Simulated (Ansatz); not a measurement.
# One shape, several levels: SiCl4 (silicon tetrachloride)

Wanted: a comparison of 5 runs (B3LYP/6-31G*, wB97X/pcseg-1, MP2/STO-3G, MP2/def2-TZVP) of SiCl4 (silicon tetrachloride). 

Program for the calculation: Ansatz 0.2.0.

4 further runs of the same task are left out: 4 set aside as unsound or not needed.

### 1 The molecule

The species is SiCl4 (5 atoms), meant as a singlet with charge 0. SMILES: `Cl[Si](Cl)(Cl)Cl`. The coordinates come from a PBE0-D4/def2-TZVP relaxation.

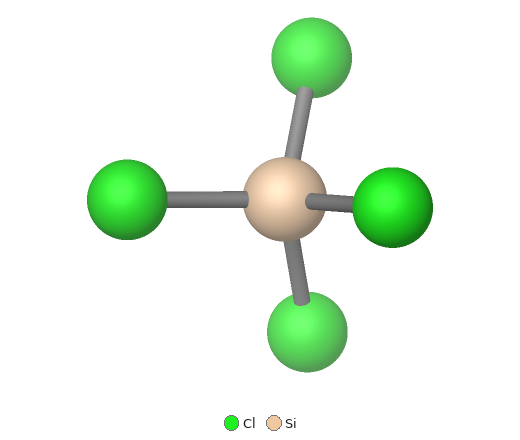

Viewed from a chosen angle; chlorine green, silicon light orange.

### 2 Energy and gradient at B3LYP/6-31G(d) (spherical functions) (run 1)

Input file job.yaml:

```yaml
crystal:
  periodic: [false, false, false]
  atoms:
    - symbol: Cl
      position_ang: [-0.962600, -0.087600, 1.762300]
    - symbol: Si
      position_ang: [0.010000, -0.014700, -0.008300]
    - symbol: Cl
      position_ang: [1.655400, -1.185900, 0.078100]
    - symbol: Cl
      position_ang: [-1.212100, -0.676900, -1.476100]
    - symbol: Cl
      position_ang: [0.559300, 1.891400, -0.397500]
basis:
  gaussian: {orbitals: 6-31G_st_-spherical.json}
hamiltonian: {xc: {name: B3LYP}}
accuracy: high
output: {forces: true, orbitals: {seedname: orbitals}}
```

The basis set 6-31G* is read from a file made from the Basis Set Exchange's data (not shown).

Launch:

```sh
$ ansatz run job.yaml --threads 1 --pin off --max-ram 2610MiB --events-out events.jsonl --progress --plain --runs-dir runs
```

The log of the run:

```text
Warning: RAYON_NUM_THREADS=1 ignored (pool sized by the plan → 1); use --threads N
Functional definition: B3LYP
  name "B3LYP"
  parameter a0 = 0.2
  parameter ax = 0.72
  parameter ac = 0.81
  exchange = (1 - a0 - ax)*slater_x + ax*b88_x + a0*exact_x
  correlation = (1 - ac)*vwn_rpa_c + ac*lyp_c
1821 factors; integrals over basis functions are off by at most 4.6e-9 eV
mean field evaluation 1: about -57971.6361 eV, gradient 1.8e1 eV
mean field evaluation 2: about -57971.4153 eV, gradient 2.1e1 eV
mean field evaluation 4: about -57972.5522 eV, gradient 1.7e-1 eV
mean field evaluation 8: about -57972.6960 eV, gradient 1.2e-2 eV
mean field evaluation 16: about -57972.6960 eV, gradient 9.3e-7 eV
mean field -57972.69602538 eV, -2130.4572836281 hartree, gradient 2.0e-8 eV, S^2 0.000000; 0 other end points of the search recorded, 0 dependent functions left out
the calculation of the forces begins
reference -57972.69606497 eV, -2130.4572850829 hartree; 41, 41 occupied and 49, 49 virtual orbitals, 1821 factors
Total energy: -57972.69606497 eV, -2130.4572850829 hartree
Atom 0 at    -0.962600    -0.087600     1.762300 Å, force    -0.281220    -0.020832     0.511983 eV/Å
Atom 1 at     0.010000    -0.014700    -0.008300 Å, force     0.000446    -0.000611    -0.000615 eV/Å
Atom 2 at     1.655400    -1.185900     0.078100 Å, force     0.474948    -0.337869     0.024824 eV/Å
Atom 3 at    -1.212100    -0.676900    -1.476100 Å, force    -0.352744    -0.191022    -0.423840 eV/Å
Atom 4 at     0.559300     1.891400    -0.397500 Å, force     0.158569     0.550334    -0.112352 eV/Å
Dipole moment:    -0.000020     0.000072     0.000028 e Å
```

Wall time 12 s (1 thread of Arm Neoverse V2, shared host); peak memory 0.35 GiB.

### 3 Energy and forces at wB97X/pcseg-1 (run 2)

Edit job.yaml of step 2 so:

```diff
@@ -14,5 +14,6 @@
 basis:
-  gaussian: {orbitals: 6-31G_st_-spherical.json}
-hamiltonian: {xc: {name: B3LYP}}
+  gaussian: {orbitals: pcseg-1.json}
+output: {forces: true, orbitals: {seedname: orbitals}}
 accuracy: high
-output: {forces: true, orbitals: {seedname: orbitals}}
+magnetization: {spin_polarized: false}
+hamiltonian: {xc: {name: wB97X}}
```

The basis set pcseg-1 is read from a file made from the Basis Set Exchange's data (not shown).

Launch:

```sh
$ ansatz run job.yaml --threads 1 --pin off --max-ram 2610MiB --events-out events.jsonl --progress --plain --runs-dir runs
```

The log of the run (excerpt; [...] marks lines left out):

```text
Warning: RAYON_NUM_THREADS=1 ignored (pool sized by the plan → 1); use --threads N
Functional definition: wB97X
  name "wB97X"
[...]
      + exact_x_lr(omega)
[...]
      + integral(e_c_pw_opposite_spin*poly(b97_u_opposite, 1, cos1, cos2, cos3, cos4))
1802 factors; integrals over basis functions are off by at most 3.8e-9 eV
417 factors; integrals over basis functions are off by at most 1.2e-9 eV
[...]
mean field -57970.97162732 eV, -2130.3939131681 hartree, gradient 6.3e-8 eV, S^2 0.000000; 0 other end points of the search recorded, 0 dependent functions left out
[...]
reference -57970.97162468 eV, -2130.3939130710 hartree; 41, 41 occupied and 49, 49 virtual orbitals, 1802 factors
Total energy: -57970.97162468 eV, -2130.3939130710 hartree
Atom 0 at    -0.962600    -0.087600     1.762300 Å, force    -0.107353    -0.007808     0.195462 eV/Å
Atom 1 at     0.010000    -0.014700    -0.008300 Å, force     0.000443    -0.000612    -0.000610 eV/Å
Atom 2 at     1.655400    -1.185900     0.078100 Å, force     0.180813    -0.128508     0.009379 eV/Å
Atom 3 at    -1.212100    -0.676900    -1.476100 Å, force    -0.134277    -0.072650    -0.161452 eV/Å
Atom 4 at     0.559300     1.891400    -0.397500 Å, force     0.060373     0.209578    -0.042778 eV/Å
Dipole moment:    -0.000022     0.000074     0.000031 e Å
```

It took 34 s on 1 thread of Arm Neoverse V2, shared host; peak memory 0.6 GiB.

Runs 3 to 4 aren't shown in full; the table further down has their settings and results.

### 4 Energy and gradient at MP2/def2-TZVP (run 5)

Input file job.yaml:

```yaml
crystal:
  periodic: [false, false, false]
  atoms:
    - {symbol: Cl, position_ang: [-0.962600, -0.087600, 1.762300]}
    - {symbol: Si, position_ang: [0.010000, -0.014700, -0.008300]}
    - {symbol: Cl, position_ang: [1.655400, -1.185900, 0.078100]}
    - {symbol: Cl, position_ang: [-1.212100, -0.676900, -1.476100]}
    - {symbol: Cl, position_ang: [0.559300, 1.891400, -0.397500]}
basis:
  gaussian: {orbitals: def2-TZVP}
total_charge: 0
correlation: {method: mp2, frozen_orbitals: {Cl: 5, Si: 5}}
accuracy: high
output: {forces: true, orbitals: {seedname: orbitals}}
```

Launch:

```sh
$ ansatz run job.yaml --threads 1 --pin off --max-ram 2610MiB --events-out events.jsonl --progress --plain --runs-dir runs
```

The log of the run (excerpt; [...] marks lines left out):

```text
Warning: RAYON_NUM_THREADS=1 ignored (pool sized by the plan → 1); use --threads N
Functional definition: HF
  name "HF"
[...]
2919 factors; integrals over basis functions are off by at most 1.4e-8 eV
[...]
mean field -57884.33717236 eV, -2127.2101556714 hartree, gradient 2.2e-8 eV, S^2 0.000000; 0 other end points of the search recorded, 0 dependent functions left out
25 core orbitals not correlated: weight in the atoms' cores, before any rotation towards them, 1.000 or more for the frozen orbitals, at most 0.000 for the correlated occupied ones
reference -57884.33717236 eV, -2127.2101556714 hartree; 16, 16 occupied and 144, 144 virtual orbitals, 2919 factors
second order -23.09845046 eV of doubles, -0.00000000 eV of singles
[...]
Total energy: -57907.43562283 eV, -2128.0590080693 hartree
Atom 0 at    -0.962600    -0.087600     1.762300 Å, force     0.003729     0.000512    -0.006761 eV/Å
Atom 1 at     0.010000    -0.014700    -0.008300 Å, force     0.000428    -0.000615    -0.000590 eV/Å
Atom 2 at     1.655400    -1.185900     0.078100 Å, force    -0.007084     0.005233    -0.000485 eV/Å
Atom 3 at    -1.212100    -0.676900    -1.476100 Å, force     0.005282     0.002968     0.006169 eV/Å
Atom 4 at     0.559300     1.891400    -0.397500 Å, force    -0.002355    -0.008098     0.001667 eV/Å
Dipole moment:    -0.000021     0.000064     0.000029 e Å
```

Run time: 46 s. Hardware: 1 thread of Arm Neoverse V2, shared host; peak memory 0.96 GiB.

### 5 The series

| run | level | Cartesian functions | frozen core orbitals | energy (Eh) | dipole moment (D) | HOMO energy (eV) | LUMO energy (eV) | wall time |
| --- | --- | --- | --- | --- | --- | --- | --- | --- |
| 1 | B3LYP/6-31G* (spherical functions) | no | – | -2130.457285 | 0.00 | -9.32 | -0.96 | 12 s |
| 2 | wB97X/pcseg-1 | no | – | -2130.393913 | 0.00 | -12.23 | 1.37 | 34 s |
| 3 | B3LYP/6-31G* (Cartesian functions) | yes | – | -2130.471737 | 0.00 | -9.32 | -0.97 | 13 s |
| 4 | MP2/STO-3G | no | 25 | -2104.172845 | 0.00 | -12.11 | 5.06 | 1.9 s |
| 5 | MP2/def2-TZVP | no | 25 | -2128.059008 | 0.00 | -12.88 | 3.55 | 46 s |

### 6 What came out

```
                                           quantity           value
                                run 5: total energy  -2128.05901 Eh
          run 5: dipole moment (correlated density)          0.00 D
         run 5: HOMO energy (Hartree–Fock orbitals)       -12.88 eV
         run 5: LUMO energy (Hartree–Fock orbitals)         3.55 eV
       run 5: HOMO–LUMO gap (Hartree–Fock orbitals)        16.43 eV
run 5: correlation energy (25 core orbitals frozen)      -848.9 mEh
                    run 5: largest force on an atom      0.009 eV/Å
```

What this shows: Over runs 1, 2, 3 the HOMO–LUMO gap runs from 8.35 eV (B3LYP/6-31G*) to 13.60 eV (wB97X/pcseg-1). The two ends differ in method and basis. Totals of different functionals can't be ranked against each other. In run 4 the basis is minimal, so the values are rough. All runs together took 1.8 min, the longest 46 s.
